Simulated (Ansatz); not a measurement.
# AlO4−: geometry and frequencies at several levels

Aim: geometry and frequencies at several levels, for AlO4−, with the cost of each level. Charge -1.

Method: the levels named in each step, in Ansatz 0.2.0.

**1. The starting structure**

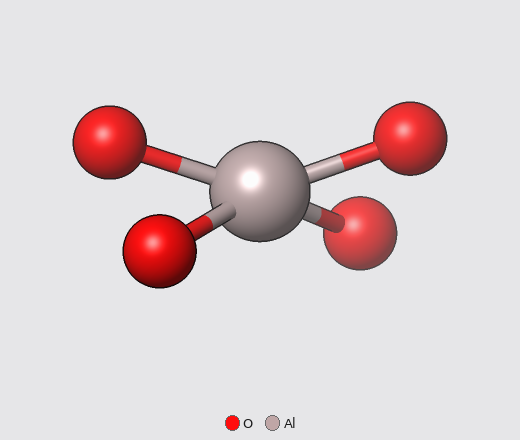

Start, viewed from a chosen angle; oxygen red, aluminium light grey.

As a file:

```xyz
5

O     1.5251   -0.4870   -0.5512
O     1.5019    0.5295    0.5751
Al   -0.0001   -0.0002   -0.0001
O    -1.5174    0.5433   -0.5188
O    -1.5096   -0.5858    0.4948
```

**2. A rough first relaxation, PBE-D4/def2-SVPD**

This run stands in another session on the same molecule. It ended at:

```xyz
5

O     1.5888   -0.5195   -0.5883
O     1.5641    0.5637    0.6132
Al    0.0000   -0.0001    0.0000
O    -1.5806    0.5795   -0.5532
O    -1.5723   -0.6238    0.5283
```

**3. Relaxation, r2SCAN-D4/def2-TZVPPD**

Input file input.yaml:

```yaml
crystal:
  periodic: [false, false, false]
  atoms:
    - { symbol: O, position_ang: [1.588803, -0.51950278, -0.58829172] }
    - { symbol: O, position_ang: [1.56405728, 0.56369667, 0.61322432] }
    - { symbol: Al, position_ang: [-1.165e-05, -6.53e-05, -2.277e-05] }
    - { symbol: O, position_ang: [-1.58061612, 0.57945821, -0.55324283] }
    - { symbol: O, position_ang: [-1.5722925, -0.6238168, 0.52825302] }
total_charge: -1
basis:
  gaussian: { orbitals: def2-TZVPPD.json }
hamiltonian:
  xc: r2scan
  dispersion: d4
relax:
  f_tol: 0.002
  max_steps: 150
```

Command:

```bash
ansatz run input.yaml --threads 4 --pin off --max-ram 10240MiB --backend cpu --events-out ev --progress --plain --runs-dir out
```

Standard output, shortened:

```text
Warning: RAYON_NUM_THREADS=4 ignored (pool sized by the plan → 4); use --threads N
[...]
Functional definition: r2SCAN
[...]
1037 factors; their error is unknown
[...]
mean field -14783.98274150 eV, -543.3013448067 hartree, gradient 9.6e-6 eV, S^2 0.000000; 0 other end points of the search recorded, 0 dependent functions left out
[...]
reference -14783.98275976 eV, -543.3013454778 hartree; 23, 23 occupied and 185, 185 virtual orbitals, 1037 factors
relax step   1: F+E_penalty+E_count = -14784.00712500 eV  Δ(F+E_penalty+E_count) = +0.000e0 eV  max|allowed force component| = 7.138e-1 eV/Å  Δτ_max = 0.0000 Å  (28 SCF iters, accepted)
[...]
relax step   3: F+E_penalty+E_count = -14784.07212150 eV  Δ(F+E_penalty+E_count) = -2.193e-2 eV  max|allowed force component| = 3.053e-2 eV/Å  Δτ_max = 0.0239 Å  (32 SCF iters, accepted)
[...]
relax step   4: F+E_penalty+E_count = -14784.07222117 eV  Δ(F+E_penalty+E_count) = -9.968e-5 eV  max|allowed force component| = 1.162e-3 eV/Å  Δτ_max = 0.0015 Å  (34 SCF iters, accepted)
1037 factors; their error is unknown
mean field -14784.04765938 eV, -543.3037304947 hartree, gradient 1.0e-5 eV, S^2 0.000000; 1 other end points of the search recorded, 0 dependent functions left out
[...]
reference -14784.04767760 eV, -543.3037311643 hartree; 23, 23 occupied and 185, 185 virtual orbitals, 1037 factors
Total energy: -14784.07223939 eV, -543.3046337936 hartree
Atom 0 at     1.550560    -0.514061    -0.582463 Å, force     0.001148     0.000440     0.000211 eV/Å
Atom 1 at     1.526098     0.557176     0.606794 Å, force     0.001162    -0.000409    -0.000194 eV/Å
Atom 2 at    -0.000012    -0.000046    -0.000016 Å, force    -0.000000     0.000002     0.000001 eV/Å
Atom 3 at    -1.542471     0.573396    -0.547476 Å, force    -0.001150    -0.000460     0.000148 eV/Å
Atom 4 at    -1.534235    -0.616696     0.523081 Å, force    -0.001160     0.000427    -0.000166 eV/Å
Dipole moment:     0.000000    -0.000000    -0.000000 e Å
```

Wall time 27 s (4 threads of Intel Xeon at 2.50GHz (Skylake/Cascade Lake), shared host); peak memory 0.48 GiB.

Step by step:

| step | E - E(step 1) (eV) | largest force component (eV/Å) |
| --- | --- | --- |
| 1 | 0.0000 | 0.7138 |
| 2 | -0.0431 | 0.4257 |
| 3 | -0.0650 | 0.0305 |
| 4 | -0.0651 | 0.0012 |

Step 1 is the start.

Before: Bond lengths: O1–Al3 1.772 Å, O2–Al3 1.772 Å, Al3–O4 1.772 Å, Al3–O5 1.772 Å. Angles: O1–Al3–O2 54.3°, O1–Al3–O4 142.4°, O1–Al3–O5 142.3°, O2–Al3–O4 142.3°, O2–Al3–O5 142.4°, O4–Al3–O5 54.3°.

After: Bond lengths: O1–Al3 1.734 Å, O2–Al3 1.734 Å, Al3–O4 1.734 Å, Al3–O5 1.734 Å. Angles: O1–Al3–O2 55.0°, O1–Al3–O4 141.9°, O1–Al3–O5 141.9°, O2–Al3–O4 141.9°, O2–Al3–O5 141.9°, O4–Al3–O5 55.0°.

**4. Frequencies, r2SCAN-D4/def2-TZVPPD**

Input file input.yaml:

```yaml
crystal:
  periodic: [false, false, false]
  atoms:
    - { symbol: O, position_ang: [1.55055977, -0.51406067, -0.58246296] }
    - { symbol: O, position_ang: [1.52609833, 0.55717621, 0.60679444] }
    - { symbol: Al, position_ang: [-1.199e-05, -4.618e-05, -1.604e-05] }
    - { symbol: O, position_ang: [-1.54247083, 0.57339639, -0.54747634] }
    - { symbol: O, position_ang: [-1.53423527, -0.61669575, 0.52308092] }
total_charge: -1
basis:
  gaussian: { orbitals: def2-TZVPPD.json }
hamiltonian:
  xc: r2scan
  dispersion: d4
phonons: {}
```

Command:

```bash
ansatz run input.yaml --threads 4 --pin off --max-ram 10240MiB --backend cpu --events-out ev --progress --plain --runs-dir out
```

Standard output, shortened:

```text
Warning: RAYON_NUM_THREADS=4 ignored (pool sized by the plan → 4); use --threads N
[...]
[... 1 set-up line as earlier in the session ...]
[...]
1037 factors; their error is unknown
[...]
mean field -14784.04765938 eV, -543.3037304947 hartree, gradient 1.4e-5 eV, S^2 0.000000; 0 other end points of the search recorded, 0 dependent functions left out
[...]
reference -14784.04767760 eV, -543.3037311643 hartree; 23, 23 occupied and 185, 185 virtual orbitals, 1037 factors
[...]
1037 factors; their error is unknown
mean field -14784.04761028 eV, -543.3037286905 hartree, gradient 2.4e-6 eV, S^2 0.000000; 0 other end points of the search recorded, 0 dependent functions left out
[...]
reference -14784.04762850 eV, -543.3037293600 hartree; 23, 23 occupied and 185, 185 virtual orbitals, 1037 factors
[...]
1037 factors; their error is unknown
[...]
1037 factors; their error is unknown
mean field -14784.04756080 eV, -543.3037268721 hartree, gradient 2.4e-6 eV, S^2 0.000000; 0 other end points of the search recorded, 0 dependent functions left out
[...]
reference -14784.04757902 eV, -543.3037275417 hartree; 23, 23 occupied and 185, 185 virtual orbitals, 1037 factors
Total energy: -14784.07223939 eV, -543.3046337936 hartree
Atom 0 at     1.550560    -0.514061    -0.582463 Å, force     0.001148     0.000441     0.000212 eV/Å
Atom 1 at     1.526098     0.557176     0.606794 Å, force     0.001163    -0.000408    -0.000194 eV/Å
Atom 2 at    -0.000012    -0.000046    -0.000016 Å, force    -0.000000     0.000000    -0.000000 eV/Å
Atom 3 at    -1.542471     0.573396    -0.547476 Å, force    -0.001150    -0.000460     0.000148 eV/Å
Atom 4 at    -1.534235    -0.616696     0.523081 Å, force    -0.001160     0.000427    -0.000166 eV/Å
Dipole moment:    -0.000000     0.000000     0.000000 e Å
Vibrations: 101.39 252.45 252.46 508.80 681.47 687.97 688.07 800.17 1043.37 cm⁻¹, zero-point energy 0.310961 eV
```

Wall time 32 s (4 threads of Intel Xeon at 2.50GHz (Skylake/Cascade Lake), shared host); peak memory 0.29 GiB.

Harmonic frequencies (cm⁻¹; negative: imaginary): 101, 252, 252, 509, 681, 688, 688, 800, 1043.

**5. Relaxation, B3LYP-D4/def2-TZVPPD**

Input file input.yaml:

```yaml
crystal:
  periodic: [false, false, false]
  atoms:
    - { symbol: O, position_ang: [1.588803, -0.51950278, -0.58829172] }
    - { symbol: O, position_ang: [1.56405728, 0.56369667, 0.61322432] }
    - { symbol: Al, position_ang: [-1.165e-05, -6.53e-05, -2.277e-05] }
    - { symbol: O, position_ang: [-1.58061612, 0.57945821, -0.55324283] }
    - { symbol: O, position_ang: [-1.5722925, -0.6238168, 0.52825302] }
total_charge: -1
basis:
  gaussian: { orbitals: def2-TZVPPD.json }
hamiltonian:
  xc: { name: B3LYP }
  dispersion: d4
relax:
  f_tol: 0.002
  max_steps: 150
```

Command:

```bash
ansatz run input.yaml --threads 4 --pin off --max-ram 10240MiB --backend cpu --events-out ev --progress --plain --runs-dir out
```

Standard output, shortened:

```text
Warning: RAYON_NUM_THREADS=4 ignored (pool sized by the plan → 4); use --threads N
[...]
Functional definition: B3LYP
[...]
1044 factors; their error is unknown
[...]
mean field -14789.02859982 eV, -543.4867766796 hartree, gradient 4.0e-5 eV, S^2 0.000000; 0 other end points of the search recorded, 0 dependent functions left out
[...]
reference -14789.02885163 eV, -543.4867859338 hartree; 23, 23 occupied and 185, 185 virtual orbitals, 1044 factors
relax step   1: F+E_penalty+E_count = -14789.19598143 eV  Δ(F+E_penalty+E_count) = +0.000e0 eV  max|allowed force component| = 6.997e-1 eV/Å  Δτ_max = 0.0000 Å  (32 SCF iters, accepted)
[...]
relax step   3: F+E_penalty+E_count = -14789.25981804 eV  Δ(F+E_penalty+E_count) = -2.153e-2 eV  max|allowed force component| = 2.871e-2 eV/Å  Δτ_max = 0.0231 Å  (35 SCF iters, accepted)
[...]
relax step   4: F+E_penalty+E_count = -14789.25990602 eV  Δ(F+E_penalty+E_count) = -8.799e-5 eV  max|allowed force component| = 9.890e-4 eV/Å  Δτ_max = 0.0014 Å  (37 SCF iters, accepted)
1044 factors; their error is unknown
mean field -14789.09003689 eV, -543.4890344505 hartree, gradient 1.1e-5 eV, S^2 0.000000; 1 other end points of the search recorded, 0 dependent functions left out
[...]
reference -14789.09028778 eV, -543.4890436704 hartree; 23, 23 occupied and 185, 185 virtual orbitals, 1044 factors
Total energy: -14789.26015691 eV, -543.4952862459 hartree
Atom 0 at     1.552092    -0.513064    -0.581425 Å, force     0.000988     0.000085    -0.000167 eV/Å
Atom 1 at     1.527675     0.556223     0.605781 Å, force     0.000984    -0.000057     0.000182 eV/Å
Atom 2 at    -0.000012    -0.000046    -0.000016 Å, force    -0.000000    -0.000000    -0.000000 eV/Å
Atom 3 at    -1.544017     0.572297    -0.546571 Å, force    -0.000983    -0.000066    -0.000188 eV/Å
Atom 4 at    -1.535797    -0.615641     0.522151 Å, force    -0.000989     0.000039     0.000174 eV/Å
Dipole moment:    -0.000000     0.000000     0.000000 e Å
```

Run time: 28 s. Hardware: 4 threads of Intel Xeon at 2.50GHz (Skylake/Cascade Lake), shared host; peak memory 0.49 GiB.

The steps of the relaxation:

| step | energy from step 1 (eV) | largest force component (eV/Å) |
| --- | --- | --- |
| 1 | 0.0000 | 0.6997 |
| 2 | -0.0423 | 0.4160 |
| 3 | -0.0638 | 0.0287 |
| 4 | -0.0639 | 0.0010 |

Step 1 is the start.

Before: Bond lengths: O1–Al3 1.772 Å, O2–Al3 1.772 Å, Al3–O4 1.772 Å, Al3–O5 1.772 Å. Angles: O1–Al3–O2 54.3°, O1–Al3–O4 142.4°, O1–Al3–O5 142.3°, O2–Al3–O4 142.3°, O2–Al3–O5 142.4°, O4–Al3–O5 54.3°.

After: Bond lengths: O1–Al3 1.735 Å, O2–Al3 1.735 Å, Al3–O4 1.735 Å, Al3–O5 1.735 Å. Angles: O1–Al3–O2 54.8°, O1–Al3–O4 142.0°, O1–Al3–O5 142.0°, O2–Al3–O4 142.0°, O2–Al3–O5 142.0°, O4–Al3–O5 54.8°.

**6. Frequencies, B3LYP-D4/def2-TZVPPD**

Input file input.yaml:

```yaml
crystal:
  periodic: [false, false, false]
  atoms:
    - { symbol: O, position_ang: [1.55209208, -0.51306399, -0.58142496] }
    - { symbol: O, position_ang: [1.52767471, 0.55622299, 0.60578111] }
    - { symbol: Al, position_ang: [-1.2e-05, -4.576e-05, -1.592e-05] }
    - { symbol: O, position_ang: [-1.54401744, 0.57229727, -0.54657079] }
    - { symbol: O, position_ang: [-1.53579734, -0.61564052, 0.52215058] }
total_charge: -1
basis:
  gaussian: { orbitals: def2-TZVPPD.json }
hamiltonian:
  xc: { name: B3LYP }
  dispersion: d4
phonons: {}
```

Command:

```bash
ansatz run input.yaml --threads 4 --pin off --max-ram 10240MiB --backend cpu --events-out ev --progress --plain --runs-dir out
```

Standard output, shortened:

```text
Warning: RAYON_NUM_THREADS=4 ignored (pool sized by the plan → 4); use --threads N
[...]
[... 1 set-up line as earlier in the session ...]
[...]
1044 factors; their error is unknown
[...]
mean field -14789.09003689 eV, -543.4890344505 hartree, gradient 9.6e-6 eV, S^2 0.000000; 0 other end points of the search recorded, 0 dependent functions left out
[...]
reference -14789.09028778 eV, -543.4890436704 hartree; 23, 23 occupied and 185, 185 virtual orbitals, 1044 factors
[...]
1044 factors; their error is unknown
mean field -14789.09003430 eV, -543.4890343554 hartree, gradient 1.9e-6 eV, S^2 0.000000; 0 other end points of the search recorded, 0 dependent functions left out
[...]
reference -14789.09028520 eV, -543.4890435757 hartree; 23, 23 occupied and 185, 185 virtual orbitals, 1044 factors
[...]
1044 factors; their error is unknown
[...]
1044 factors; their error is unknown
mean field -14789.08993967 eV, -543.4890308778 hartree, gradient 3.1e-6 eV, S^2 0.000000; 0 other end points of the search recorded, 0 dependent functions left out
[...]
reference -14789.09019056 eV, -543.4890400977 hartree; 23, 23 occupied and 185, 185 virtual orbitals, 1044 factors
Total energy: -14789.26015691 eV, -543.4952862459 hartree
Atom 0 at     1.552092    -0.513064    -0.581425 Å, force     0.000986     0.000085    -0.000166 eV/Å
Atom 1 at     1.527675     0.556223     0.605781 Å, force     0.000986    -0.000057     0.000182 eV/Å
Atom 2 at    -0.000012    -0.000046    -0.000016 Å, force    -0.000000    -0.000000    -0.000000 eV/Å
Atom 3 at    -1.544017     0.572297    -0.546571 Å, force    -0.000984    -0.000066    -0.000188 eV/Å
Atom 4 at    -1.535797    -0.615641     0.522151 Å, force    -0.000988     0.000039     0.000173 eV/Å
Dipole moment:    -0.000000     0.000000    -0.000000 e Å
Vibrations: 105.48 254.79 254.79 507.86 676.01 676.09 679.12 798.71 1040.41 cm⁻¹, zero-point energy 0.309542 eV
```

Wall time 40 s (4 threads of Intel Xeon at 2.50GHz (Skylake/Cascade Lake), shared host); peak memory 0.49 GiB.

Harmonic frequencies (cm⁻¹; negative: imaginary): 105, 255, 255, 508, 676, 676, 679, 799, 1040.

**7. The levels compared**

```
                level  O1–Al3 (Å)  O2–Al3 (Å)  Al3–O4 (Å)  rotational constants (MHz)  highest frequency (cm⁻¹)  CPU time
r2SCAN-D4/def2-TZVPPD      1.7343      1.7343      1.7343         12330, 2939.5, 2939                      1043      95 s
 B3LYP-D4/def2-TZVPPD      1.7350      1.7350      1.7350       12374, 2935.5, 2935.1                      1040      99 s
```

Constants are for the commonest isotopes at the equilibrium geometry; times are CPU times of the relaxations.

**8. Results**

| quantity | value |
| --- | --- |
| O1–Al3 at B3LYP-D4/def2-TZVPPD | 1.735 Å |
| O2–Al3 at B3LYP-D4/def2-TZVPPD | 1.735 Å |
| Al3–O4 at B3LYP-D4/def2-TZVPPD | 1.735 Å |
| frequencies at B3LYP-D4/def2-TZVPPD | 105 to 1040 cm⁻¹ |

The O1–Al3 distance agrees within 0.002 Å over the levels. No mode is imaginary, so the geometry is a minimum.
